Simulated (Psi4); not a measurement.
Interaction energy of CH2O2 ··· CS2 (SMILES O=CO and S=C=S). Monomers: optimised at B3LYP-D3(BJ) (def2-TZVP), held rigid. Orientation: a random orientation, not optimised. R is the distance of the centres of mass, along which the second monomer moves.

Geometry at R = 3.73 Å (first 5 atoms: monomer A):
```
8

O      0.8130    -0.5369     0.0023
C     -0.4226    -0.0085    -0.0006
O     -0.6722     1.1619    -0.0037
H      1.4490     0.1980     0.0012
H     -1.1672    -0.8145     0.0007
S      1.1953     1.3799     3.4145
C      2.0935     0.1681     3.0460
S      2.9918    -1.0437     2.6778
```

Level of theory: SAPT0/jun-cc-pVDZ, frozen core run with Psi4.

Components in kJ/mol:

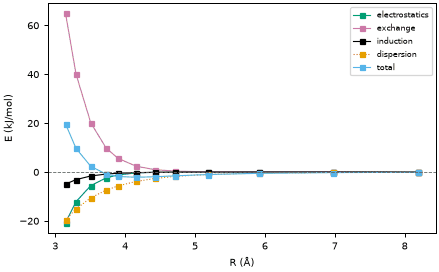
Figure. Components of the interaction energy.

```
R / Å  electrostatics  exchange  induction  dispersion  total
-----  --------------  --------  ---------  ----------  -----
3.15           -20.72     64.87      -4.95      -19.58  19.63
3.30           -12.15     40.01      -3.12      -15.08   9.65
3.51            -5.61     20.20      -1.64      -10.60   2.35
3.73            -2.40      9.81      -0.84       -7.43  -0.87
3.90            -1.21      5.60      -0.52       -5.70  -1.83
4.16            -0.39      2.36      -0.26       -3.86  -2.16
4.43            -0.12      0.95      -0.14       -2.63  -1.95
4.72            -0.06      0.35      -0.08       -1.78  -1.57
5.19            -0.07      0.06      -0.04       -0.99  -1.03
5.92            -0.08      0.00      -0.02       -0.45  -0.54
6.97            -0.07      0.00      -0.01       -0.17  -0.24
8.20            -0.04      0.00       0.00       -0.06  -0.11
```
